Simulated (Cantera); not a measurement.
Charge: 1 mol BCl₃, 0.69 mol NH₃, held at 1000 Pa.

These are equilibrium values from Cantera (NASA tables, ideal gas, pure condensed phases), not measurements of a reactor. Candidate condensed phases: B, BN, NH₄Cl; 21 gas species. The tables' values for BCl₂, BCl are old estimates; treat these amounts as uncertain. Gases not in the tables: BHCl₂. Rates play no part.

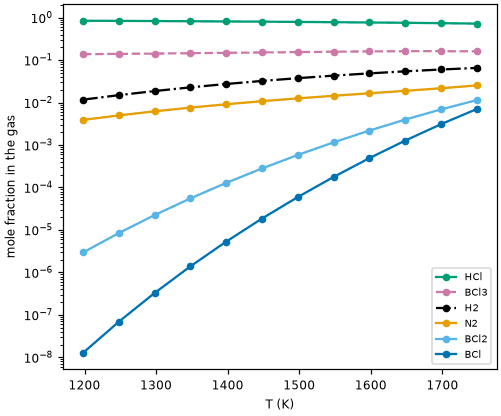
*Equilibrium gas composition (values under 1e-9 drawn at 1e-9)*

Task: Read off the mole fractions at 1498 K.

Result: HCl about 0.79, BCl₃ about 0.15, H₂ about 0.038, N₂ about 0.013, BCl₂ about 0.00058, BCl about 6.0e-5.
